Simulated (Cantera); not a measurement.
Charge: 1 mol LiOH, 0.077 mol O2, at 0.100 bar.

Cantera equilibrium calculation (NASA polynomials, part measured and part estimated; ideal gas, pure solids and liquids). Candidate condensed phases: H2O, Li, LiH, LiOH, Li2O; 17 gas species. Rates play no part.

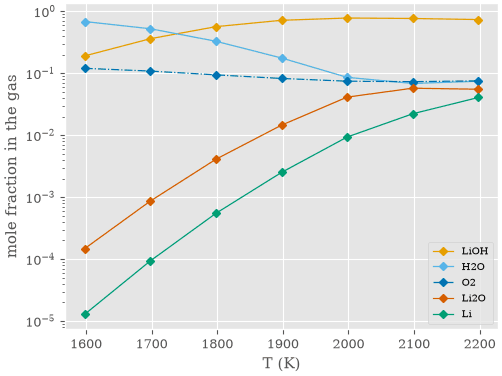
Fig. 1. Equilibrium gas composition (values under 1e-9 drawn at 1e-9)

### Question
Read off the mole fractions at 1698 K.

### Answer
H2O about 0.52, LiOH about 0.36, O2 about 0.11, Li2O about 0.00087, Li about 9.4e-5.
